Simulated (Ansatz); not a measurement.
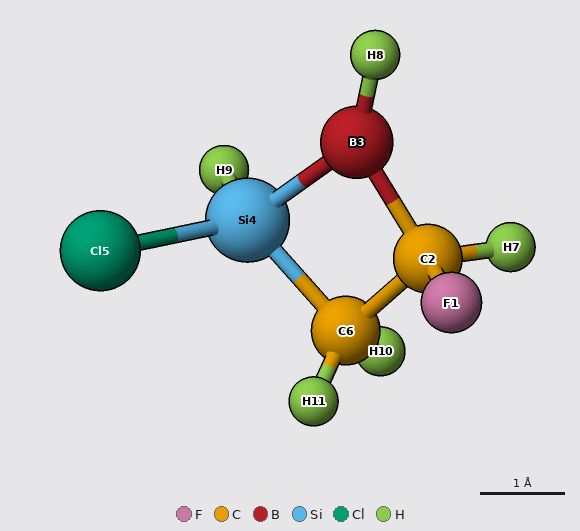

This is the input geometry for a relaxation of C2H5BClFSi. The picture is a ball-and-stick view, seen at a tilt.

The run prepares the start of a later molecular dynamics calculation, from a guessed geometry.

Level of theory: RKS PBE/STO-3G (Ansatz 0.2.0).

Input file:
```yaml
crystal:
  periodic: [false, false, false]
  atoms:
    - { symbol: F, position_ang: [0.6144, -1.749, -1.2551] }
    - { symbol: C, position_ang: [0.7682, -0.8167, -0.2285] }
    - { symbol: B, position_ang: [-0.4084, -0.9886, 0.8868] }
    - { symbol: Si, position_ang: [-0.7891, 0.8639, 0.4817] }
    - { symbol: Cl, position_ang: [-2.7085, 0.9586, -0.5114] }
    - { symbol: C, position_ang: [0.5282, 0.6339, -0.6751] }
    - { symbol: H, position_ang: [1.8123, -0.9435, 0.2117] }
    - { symbol: H, position_ang: [-0.7103, -1.8276, 1.6182] }
    - { symbol: H, position_ang: [-0.6194, 1.8329, 1.6124] }
    - { symbol: H, position_ang: [1.3846, 1.2868, -0.4076] }
    - { symbol: H, position_ang: [0.1934, 0.6924, -1.7125] }
basis:
  gaussian: { orbitals: STO-3G }
hamiltonian:
  xc: pbe
relax:
  f_tol: 0.02
  max_steps: 40
```

Command:
```bash
ansatz run input.yaml --threads 1 --pin off --max-ram 2048MiB --backend cpu --events-out ev --progress --plain --runs-dir out
```

Where does the relaxation end?

Answer. The largest move after the best rigid fit is that of F1, 0.87 Å. By element the largest moves are F 0.87 Å, H 0.78 Å, Cl 0.77 Å, C 0.20 Å, B 0.18 Å, Si 0.13 Å. Among the contacts that change: Si4–C6 1.768 → 1.902 Å, C2–C6 1.537 → 1.622 Å, Si4–Cl5 2.163 → 2.116 Å, Si4–H9 1.499 → 1.463 Å. Bond angles that change, for instance: B3–Si4–Cl5 108.2° → 120.4°, F1–C2–B3 110.7° → 121.5°, Si4–C6–H10 109.9° → 119.9°. Groups turn about C2–C6 by about 35°, Si4–C6 by about 25°. Over 18 accepted moves (19 points after the start) the energy falls by 18.0 kcal/mol. The largest force component goes from 3.8 to 0.0082 eV/Å. The line search rejected the trial step at point 14 of the run.

Final geometry:

```xyz
11

F     1.4194   -1.8278   -0.9327
C     0.8823   -0.8348   -0.0899
B    -0.4754   -1.0801    0.7414
Si   -0.8384    0.8489    0.5961
Cl   -2.7441    1.5384   -0.0128
C     0.4120    0.5435   -0.8042
H     1.6680   -0.5121    0.6651
H    -1.0514   -2.0850    0.9682
H    -0.3639    1.7681    1.6305
H     1.2371    1.2585   -0.9715
H    -0.0803    0.3253   -1.7695
```

The end point in the same view:

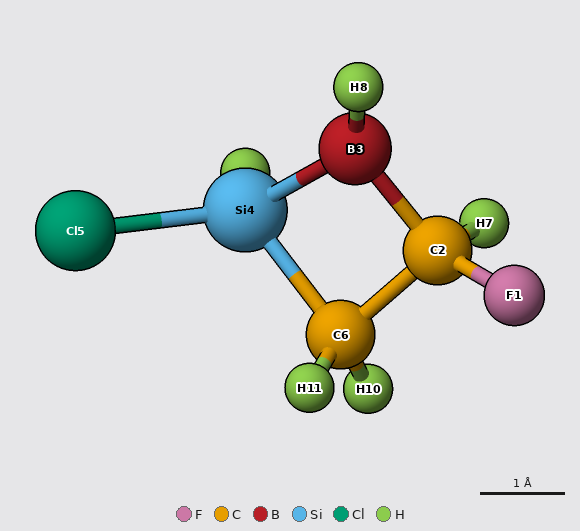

Limits of the set-up: STO-3G is a minimal basis, so the numbers are rough.
